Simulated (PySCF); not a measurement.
## A study: CH$_{8}$NSi$_{2}$, doublet, SMILES `[CH2]N([SiH3])[SiH3]`

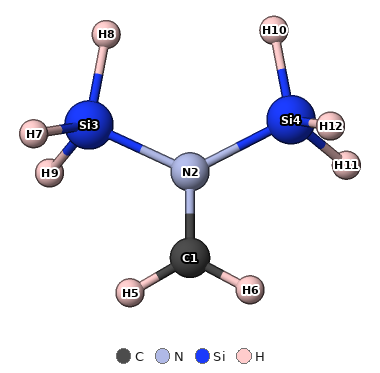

The molecule, with its atoms numbered as below. No frequency check shows the geometry to be a minimum.

Cartesian coordinates (Å):

```
C1      -0.0002    1.6926    0.0001
N2       0.0000    0.3239    0.0001
Si3      1.5641   -0.4628   -0.0003
Si4     -1.5641   -0.4629    0.0003
H5       0.9287    2.2251    0.0048
H6      -0.9287    2.2251   -0.0049
H7       2.2973   -0.0310    1.1955
H8       1.2976   -1.8945    0.0031
H9       2.2968   -0.0309   -1.1965
H10     -1.2975   -1.8945   -0.0031
H11     -2.2973   -0.0312   -1.1955
H12     -2.2968   -0.0313    1.1964
```

Part 1: Bonding charge

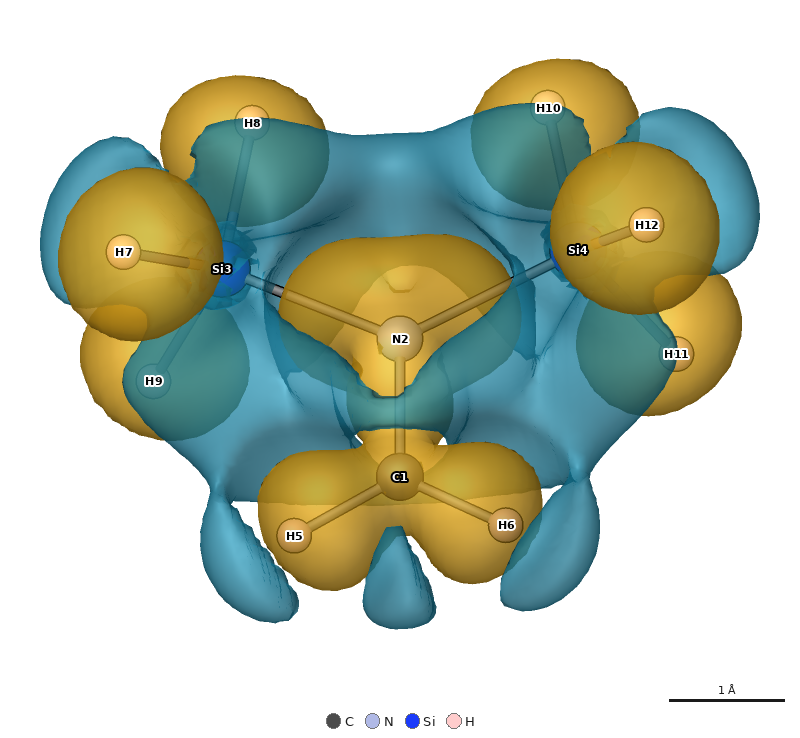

Deformation density (molecule less spherical, spin-averaged free atoms at the same positions), surfaces at ±0.04 e/Å³; yellow: gain, teal: loss.

PySCF calculation, HF/def2-SVP, gas phase; geometry: GFN2-xTB. The stability of the open-shell solution wasn't checked. GFN2-xTB doesn't know the spin state, so this open-shell geometry is rough.

Q: Describe the bonding that the map shows.

A: C1–H6 and C1–H5: +0.73 e/Å³ at the bond critical point (bond length 1.07 Å, Mayer order 1.0). C1–N2: +0.40 e/Å³ at the bond critical point (bond length 1.37 Å, Mayer order 1.0). Si3–H8 and Si4–H10: +0.21 e/Å³ at the bond critical point (bond length 1.46 Å, Mayer order 1.0). Si4–H12, Si3–H7, Si3–H9 and Si4–H11: +0.20 e/Å³ at the bond critical point (bond length 1.47 Å, Mayer order 0.9). N2–Si3 and N2–Si4: +0.08 e/Å³ at the bond critical point (bond length 1.75 Å, Mayer order 0.9); up to 0.6 Å beside the axis the gain reaches +0.43 e/Å³. In all, 2.8 electrons gather in the regions of gain relative to the promolecule. A small or negative value marks a very polar bond, one between electron-rich atoms, whose free-atom densities already overlap strongly, a long bond to a heavier atom, or a closed-shell contact such as a hydrogen bond.

Q: Where do the Hirshfeld charges lie?

A: The highest Hirshfeld charge is on Si3 and Si4 (+0.41 e), the lowest on N2 (−0.31 e).

```json
{"atom": "C1", "charge (e)": "−0.06"}
{"atom": "N2", "charge (e)": "−0.31"}
{"atom": "Si3", "charge (e)": "+0.41"}
{"atom": "Si4", "charge (e)": "+0.41"}
{"atom": "H5", "charge (e)": "+0.04"}
{"atom": "H6", "charge (e)": "+0.04"}
{"atom": "H7", "charge (e)": "−0.09"}
{"atom": "H8", "charge (e)": "−0.08"}
{"atom": "H9", "charge (e)": "−0.09"}
{"atom": "H10", "charge (e)": "−0.08"}
{"atom": "H11", "charge (e)": "−0.09"}
{"atom": "H12", "charge (e)": "−0.09"}
```

Part 2: Local ionisation energy

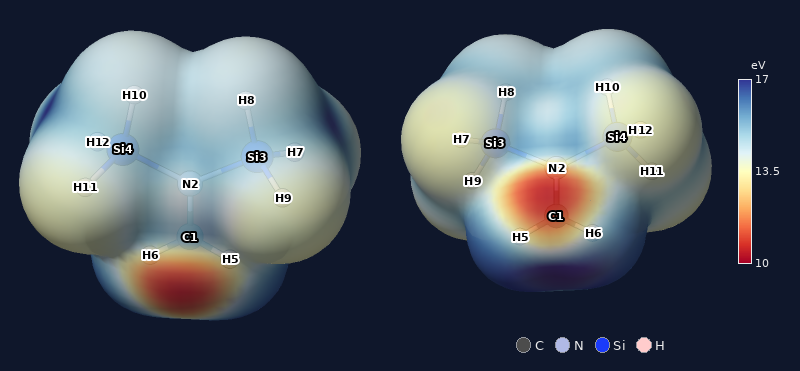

Average local ionisation energy on the surface of electron density 0.001 a.u. (back view left, front view right).

Q: Where are the most loosely bound electrons on this surface?

A: The lowest value is 10.5 eV, over C1, off the plane of its three bonds (2.0 Å), and at like points elsewhere. Further minima include 13.5 eV, 1.5 Å from H7, and at like points elsewhere. For comparison, the highest occupied orbital lies at −7.7 eV.

Q: What volume does the surface enclose, and what is the dipole moment?

A: About 138 Å³; the dipole moment is 0.3 D.

Part 3: Spin density

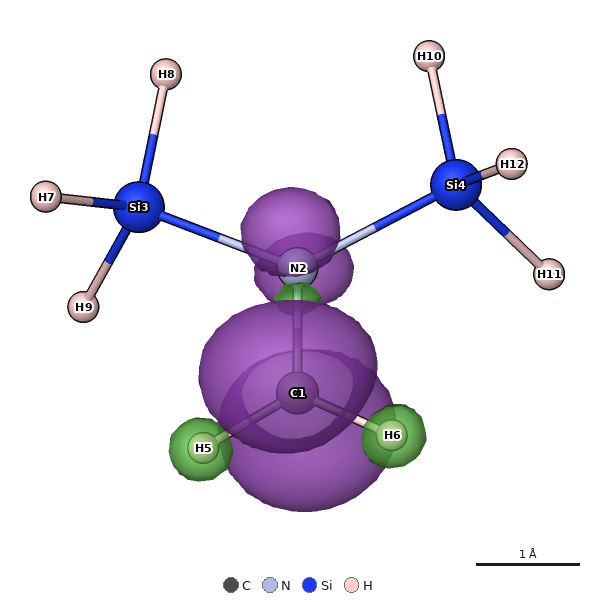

Spin density ρα − ρβ at ±0.05 e/Å³ (purple: excess α, green: excess β).

Q: Give the atomic spin populations that go with this picture.

A: Hirshfeld spin populations: C1 +0.72 and N2 +0.13. ⟨S²⟩ = 0.76, against 0.75 for a pure state.

Part 4: In an electric field

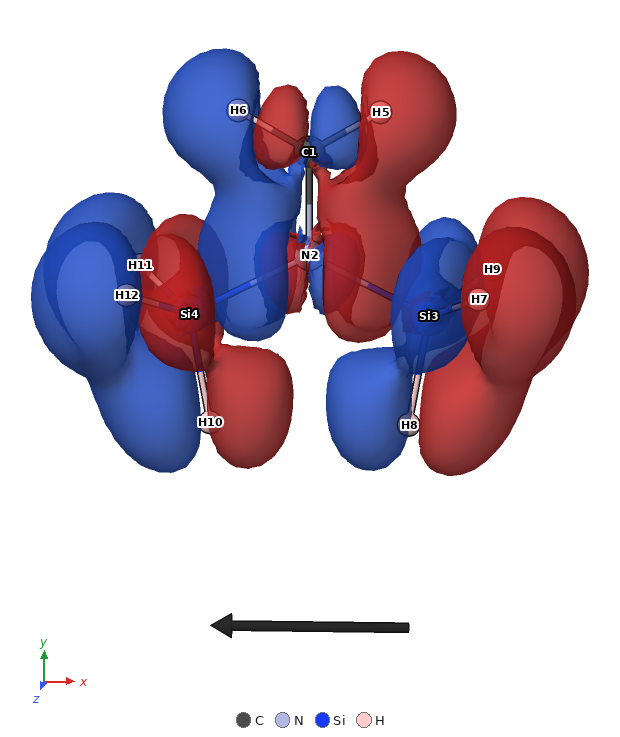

Change of the electron density in a uniform field of 0.10 V/Å along −x (arrow), surfaces at ±0.0005 e/Å³ (red: gain, blue: loss).

PySCF calculation, PBE0/aug-cc-pVDZ, gas phase; geometry: GFN2-xTB. The stability of the open-shell solution wasn't checked. GFN2-xTB doesn't know the spin state, so this open-shell geometry is rough.

Q: What dipole is induced, and what polarisability does it imply?

A: The induced dipole is 0.43 D (along the field); α along this axis, from the fields in both directions, is 84 bohr³ (12.4 Å³).

Q: Which atoms gain and lose the most charge?

A: Electrons gather most on Si3 (Hirshfeld charge changes by −0.004 e) and leave Si4 most (+0.004 e); 0.036 electrons are displaced in all.

Part 5: Removing or adding an electron

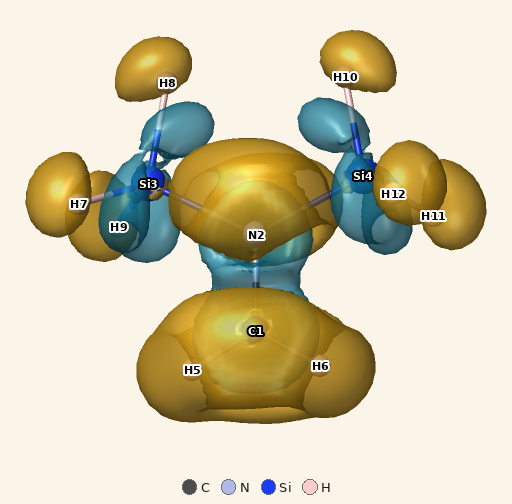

Fukui function f⁻ = ρ(N) − ρ(N−1) at fixed geometry, surfaces at ±0.015 e/Å³ (yellow positive, teal negative).

Computed with PySCF, M06-2X/def2-SVPD, geometry: GFN2-xTB. GFN2-xTB doesn't know the spin state, so this open-shell geometry is rough.

Q: On which atoms does the density change most on removal of an electron?

A: f⁻ (Hirshfeld-condensed) is largest on C1 (0.28); the vertical ionisation energy is 6.57 eV (to the singlet cation, which needn't be its lowest state). Condensed values hint at sites of electrophilic attack but needn't mark the atom that reacts. Orbital relaxation makes it negative in places (0.29 e in all).

```csv
atom,f⁻,charge
C1,+0.28,−0.08
N2,+0.13,−0.23
Si3,+0.08,+0.37
Si4,+0.08,+0.37
H5,+0.10,+0.03
H6,+0.10,+0.03
H7,+0.04,−0.08
H8,+0.04,−0.08
H9,+0.04,−0.08
H10,+0.04,−0.08
H11,+0.04,−0.08
H12,+0.04,−0.08
```

The PySCF runs shown took 3.1 s, 100 s and 3 min on 1 thread of Arm Neoverse V2 (shared host).
